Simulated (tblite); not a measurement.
**C$_{3}$H$_{6}$BFO: saddle-point search**

The run: saddle-point search of C$_{3}$H$_{6}$BFO, SMILES C=CB(F)OC. Method and program: GFN2-xTB saddle search (eigenvector following) and harmonic vibrations, gas phase (tblite 0.8.0).

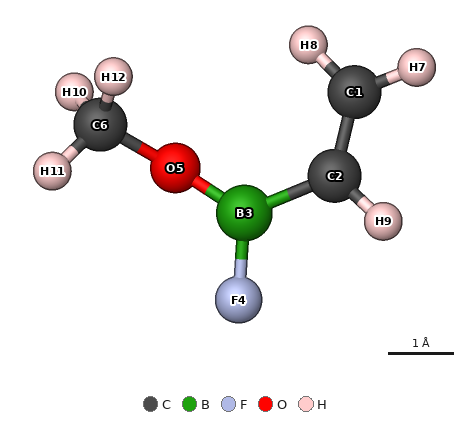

The structure as given in the input (ball-and-stick view, seen on its broad side; atoms are numbered from 1 in the order of the input). Bond lengths as drawn: B–C 1.57 Å, B–F 1.35 Å, B–O 1.31 Å, C–C 1.33 Å, C–H 1.08 to 1.10 Å and C–O 1.39 Å.

Input
```
{"job": {"xc": "GFN2-xTB", "basis": "xTB", "kind": "saddle"}, "charge": 0, "multiplicity": 1}
C      1.990083     0.516904    -0.135422
C      1.494674    -0.709974    -0.021946
B     -0.027356    -1.055788    -0.198133
F     -0.353575    -2.363223    -0.324419
O     -1.012609    -0.199847    -0.351987
C     -1.967480     0.642200     0.200531
H      3.038005     0.741130    -0.010798
H      1.350625     1.352177    -0.373109
H      2.175021    -1.524756     0.195955
H     -2.435377     1.208887    -0.607903
H     -2.734801     0.050464     0.712459
H     -1.517210     1.341827     0.914772
```

The first line tells a small driver script what to run in tblite; the rest is the geometry in Å.

Machine: 1 CPU thread, shared host.

Run as:
```bash
OMP_NUM_THREADS=1 python <driver script> task.json out
```

What the program printed
```
step      E/eV     max force
  0    -531.76118   0.0450
  1    -531.76205   0.0969
  2    -531.76127   0.0271
  3    -531.76220   0.0441
  4    -531.76268   0.0590
  5    -531.76286   0.0100
  6    -531.76291   0.0051
  7    -531.76291   0.0000
lowest wavenumbers (cm-1): -273.9 74.1 81.8 88.8 152.2 340.0
```

Trajectory as extended XYZ (Å, eV, eV/Å), 8 frames, from step=0 to step=7
```
12
Properties=species:S:1:pos:R:3:forces:R:3 step=0 energy=-531.76118
C     1.9901    0.5169   -0.1354    0.0000   0.0130   0.0050
C     1.4947   -0.7100   -0.0219   -0.0110   0.0090   0.0080
B    -0.0274   -1.0558   -0.1981   -0.0060  -0.0080   0.0020
F    -0.3536   -2.3632   -0.3244    0.0350  -0.0170  -0.0150
O    -1.0126   -0.1998   -0.3520   -0.0270  -0.0360  -0.0010
C    -1.9675    0.6422    0.2005   -0.0040  -0.0040  -0.0010
H     3.0380    0.7411   -0.0108    0.0060  -0.0050  -0.0150
H     1.3506    1.3522   -0.3731    0.0080   0.0180   0.0200
H     2.1750   -1.5248    0.1960   -0.0170   0.0060   0.0000
H    -2.4354    1.2089   -0.6079    0.0050   0.0030  -0.0020
H    -2.7348    0.0505    0.7125   -0.0250   0.0350   0.0130
H    -1.5172    1.3418    0.9148    0.0360  -0.0130  -0.0150
12
Properties=species:S:1:pos:R:3:forces:R:3 step=1 energy=-531.76205
C     1.9932    0.5201   -0.1229   -0.0330   0.0200  -0.0050
C     1.5031   -0.7130   -0.0509    0.0200  -0.0060   0.0050
B    -0.0248   -1.0619   -0.1734    0.0060  -0.0240   0.0000
F    -0.3522   -2.3747   -0.2515    0.0170   0.0230   0.0000
O    -1.0045   -0.2032   -0.3221   -0.0180   0.0050   0.0110
C    -1.9778    0.6435    0.1891    0.0010  -0.0060  -0.0100
H     3.0476    0.7353   -0.0360   -0.0260   0.0050  -0.0070
H     1.3455    1.3709   -0.2838    0.0590  -0.0740   0.0210
H     2.1940   -1.5369    0.0985   -0.0480   0.0610  -0.0130
H    -2.4159    1.2055   -0.6401    0.0100  -0.0110   0.0140
H    -2.7671    0.0668    0.6858    0.0070   0.0110  -0.0060
H    -1.5410    1.3477    0.9073    0.0050  -0.0040  -0.0100
12
Properties=species:S:1:pos:R:3:forces:R:3 step=2 energy=-531.76127
C     1.9984    0.5175   -0.1314    0.0080   0.0000   0.0030
C     1.4975   -0.7085   -0.0350   -0.0090   0.0040   0.0000
B    -0.0271   -1.0539   -0.1879   -0.0050   0.0010   0.0010
F    -0.3536   -2.3636   -0.2891    0.0070  -0.0080  -0.0010
O    -1.0050   -0.1910   -0.3418   -0.0020  -0.0110   0.0000
C    -1.9776    0.6399    0.1957    0.0010  -0.0010   0.0020
H     3.0506    0.7305   -0.0236    0.0050  -0.0030  -0.0040
H     1.3628    1.3635   -0.3368   -0.0130   0.0230   0.0060
H     2.1772   -1.5295    0.1563    0.0090  -0.0150  -0.0020
H    -2.4372    1.2034   -0.6195    0.0000   0.0040  -0.0070
H    -2.7499    0.0489    0.7008   -0.0100   0.0080   0.0050
H    -1.5361    1.3428    0.9122    0.0080  -0.0020  -0.0040
12
Properties=species:S:1:pos:R:3:forces:R:3 step=3 energy=-531.76220
C     1.9971    0.5186   -0.1188   -0.0210   0.0020  -0.0020
C     1.5010   -0.7119   -0.0499    0.0160   0.0040   0.0010
B    -0.0262   -1.0580   -0.1795    0.0040  -0.0060   0.0020
F    -0.3536   -2.3696   -0.2622    0.0040   0.0030   0.0010
O    -1.0036   -0.1962   -0.3297   -0.0020  -0.0010   0.0010
C    -1.9793    0.6425    0.1888    0.0020   0.0050  -0.0010
H     3.0516    0.7292   -0.0275   -0.0060   0.0040  -0.0030
H     1.3556    1.3717   -0.2818    0.0240  -0.0350   0.0120
H     2.1872   -1.5377    0.1024   -0.0200   0.0300  -0.0090
H    -2.4409    1.1869   -0.6388    0.0050  -0.0040   0.0030
H    -2.7502    0.0619    0.7081   -0.0050   0.0040   0.0000
H    -1.5386    1.3626    0.8889    0.0000  -0.0050  -0.0060
12
Properties=species:S:1:pos:R:3:forces:R:3 step=4 energy=-531.76268
C     1.9928    0.5196   -0.1098   -0.0240   0.0010  -0.0050
C     1.5052   -0.7155   -0.0653    0.0190   0.0000   0.0050
B    -0.0239   -1.0651   -0.1672    0.0090  -0.0090   0.0000
F    -0.3516   -2.3784   -0.2304    0.0050   0.0090   0.0010
O    -1.0025   -0.2061   -0.3102   -0.0150   0.0100   0.0080
C    -1.9794    0.6459    0.1831    0.0030  -0.0050  -0.0090
H     3.0481    0.7339   -0.0369   -0.0110   0.0040  -0.0030
H     1.3427    1.3737   -0.2319    0.0340  -0.0470   0.0110
H     2.1994   -1.5415    0.0479   -0.0320   0.0430  -0.0070
H    -2.4249    1.1832   -0.6582    0.0050  -0.0080   0.0090
H    -2.7629    0.0788    0.6994    0.0060   0.0020  -0.0070
H    -1.5430    1.3717    0.8796    0.0020  -0.0010  -0.0030
12
Properties=species:S:1:pos:R:3:forces:R:3 step=5 energy=-531.76286
C     1.9930    0.5194   -0.1077   -0.0040   0.0010  -0.0030
C     1.5054   -0.7155   -0.0688    0.0020   0.0000   0.0030
B    -0.0236   -1.0656   -0.1647    0.0010  -0.0010   0.0010
F    -0.3506   -2.3792   -0.2231    0.0010   0.0030   0.0000
O    -1.0025   -0.2073   -0.3062   -0.0010   0.0010   0.0010
C    -1.9800    0.6461    0.1818    0.0010   0.0010  -0.0010
H     3.0484    0.7339   -0.0388   -0.0020   0.0000  -0.0010
H     1.3432    1.3730   -0.2207    0.0060  -0.0070   0.0040
H     2.1995   -1.5409    0.0358   -0.0050   0.0060  -0.0020
H    -2.4233    1.1809   -0.6620    0.0010  -0.0010   0.0010
H    -2.7648    0.0810    0.6977    0.0010   0.0000  -0.0010
H    -1.5447    1.3742    0.8768    0.0000  -0.0010  -0.0020
12
Properties=species:S:1:pos:R:3:forces:R:3 step=6 energy=-531.76291
C     1.9938    0.5191   -0.1026   -0.0020   0.0010   0.0000
C     1.5064   -0.7160   -0.0735    0.0020   0.0000   0.0000
B    -0.0231   -1.0663   -0.1613    0.0010   0.0000   0.0000
F    -0.3494   -2.3804   -0.2159    0.0000   0.0000   0.0000
O    -1.0031   -0.2097   -0.3003   -0.0010   0.0010   0.0010
C    -1.9813    0.6472    0.1793    0.0000   0.0010   0.0000
H     3.0498    0.7326   -0.0410   -0.0010   0.0000   0.0000
H     1.3433    1.3742   -0.1982    0.0030  -0.0040   0.0010
H     2.2014   -1.5424    0.0151   -0.0020   0.0030   0.0000
H    -2.4269    1.1716   -0.6698    0.0010  -0.0010   0.0020
H    -2.7642    0.0861    0.7025    0.0010   0.0010  -0.0010
H    -1.5466    1.3839    0.8656   -0.0010  -0.0010  -0.0010
12
Properties=species:S:1:pos:R:3:forces:R:3 step=7 energy=-531.76291
C     1.9939    0.5191   -0.1022    0.0000   0.0000   0.0000
C     1.5064   -0.7160   -0.0739    0.0000   0.0000   0.0000
B    -0.0230   -1.0664   -0.1610    0.0000   0.0000   0.0000
F    -0.3494   -2.3805   -0.2152    0.0000   0.0000   0.0000
O    -1.0031   -0.2099   -0.2997    0.0000   0.0000   0.0000
C    -1.9814    0.6473    0.1791    0.0000   0.0000   0.0000
H     3.0498    0.7326   -0.0411    0.0000   0.0000   0.0000
H     1.3434    1.3742   -0.1965    0.0000   0.0000   0.0000
H     2.2015   -1.5423    0.0134    0.0000   0.0000   0.0000
H    -2.4270    1.1710   -0.6704    0.0000   0.0000   0.0000
H    -2.7643    0.0866    0.7027    0.0000   0.0000   0.0000
H    -1.5468    1.3844    0.8648    0.0000   0.0000   0.0000
```

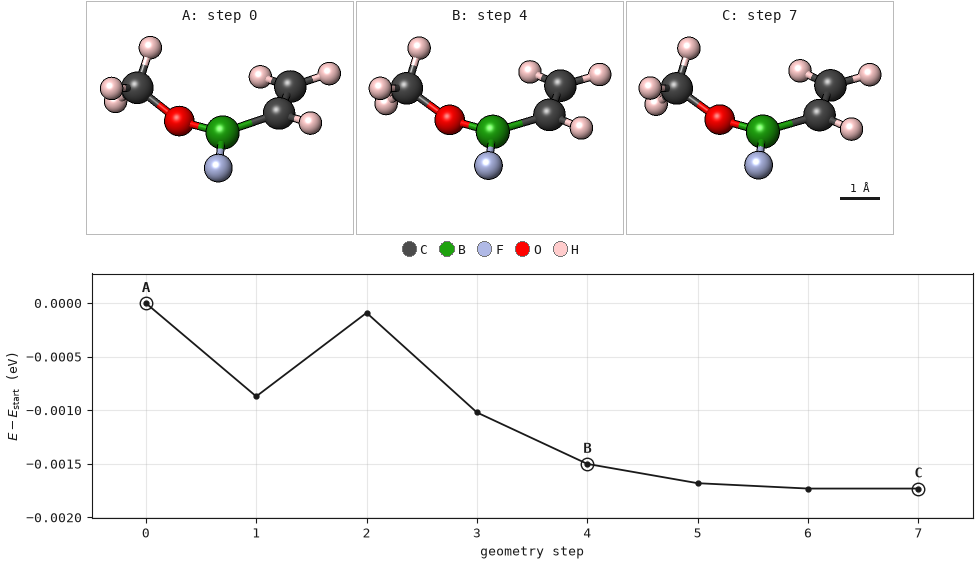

Frames of the saddle-point search (ball-and-stick view, seen at a tilt) above the curves, on which the letters mark them (steps are counted from 0).

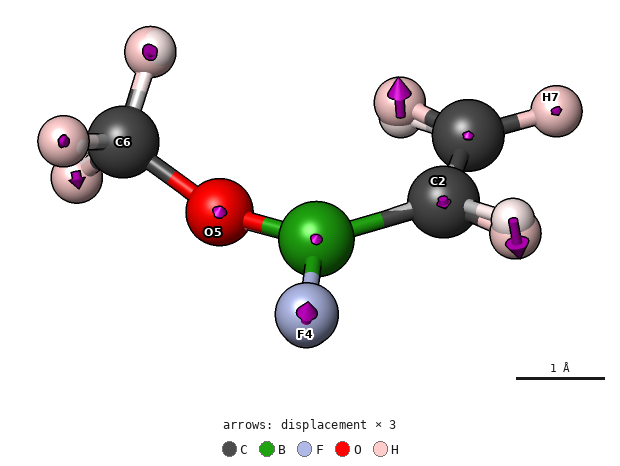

Start (faint) and end (solid) with the displacements as pink arrows, magnified 3 times (ball-and-stick view, seen at a tilt). The two geometries are laid on each other by the best rigid fit. H9 moves most after the best rigid fit: 0.19 Å. Largest moves by element: H 0.19 Å, F 0.11 Å, O 0.05 Å, C 0.05 Å, B 0.04 Å. Among the contacts that change: B3–O5 1.314 → 1.309 Å. Among the angles that change: B3–O5–C6 149.8° → 153.7°. The energy falls by 0.002 eV in 7 geometry steps. The largest force component goes from 0.036 to under 0.0001 eV/Å. (Atoms are counted from 1 in the order of the input.)

Summary

```json
{"quantity": "outcome", "value": "converged"}
{"quantity": "total energy", "value": "−531.7629 eV"}
{"quantity": "point group", "value": "C1"}
{"quantity": "wall time", "value": "1 s"}
{"quantity": "peak memory", "value": "0.19 GiB"}
```
